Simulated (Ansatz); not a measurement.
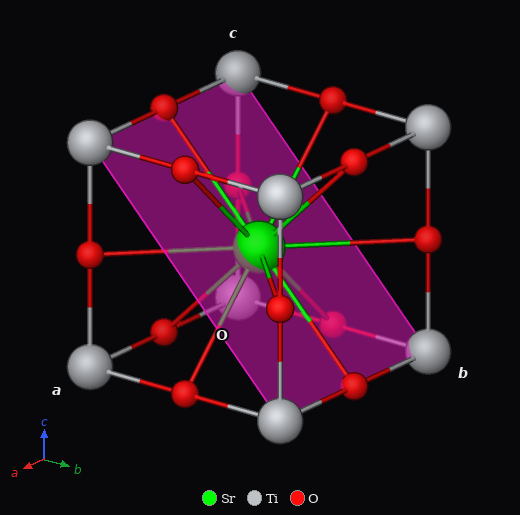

Crystal: SrTiO3, the end point of a relaxation (final pressure about 20 GPa) with DFT, PAW plane waves, pbe+U (Ansatz 0.2.0). Every member of one family of equally spaced planes, hx + ky + lz = a whole number, that cuts the unit cell is shaded (one member passes through the origin O, touching the cell only at an edge or corner). All values are computed from the atomic coordinates in the standard setting (tolerance 0.002 Å).

a = 3.828 Å, b = 3.828 Å, c = 3.828 Å, α = 90.00°, β = 90.00°, γ = 90.00°.

### Which (hkl) family is drawn?

(0 1 1); the opposite sign names the same planes. The member next to the origin meets the axes a never, b at 1, c at 1.

### What is the spacing?

d = 2.706 Å.

### Which atoms of the cell lie in these planes (within 0.03 Å)?

The Sr atom, the Ti atom, 1 of the 3 O.

### The space group is No. 221, Pm-3m. How many reflections hkl are equivalent to this one (itself included), and does it occur?

12 reflections are equivalent in the Laue class m-3m. The space group allows the reflection.
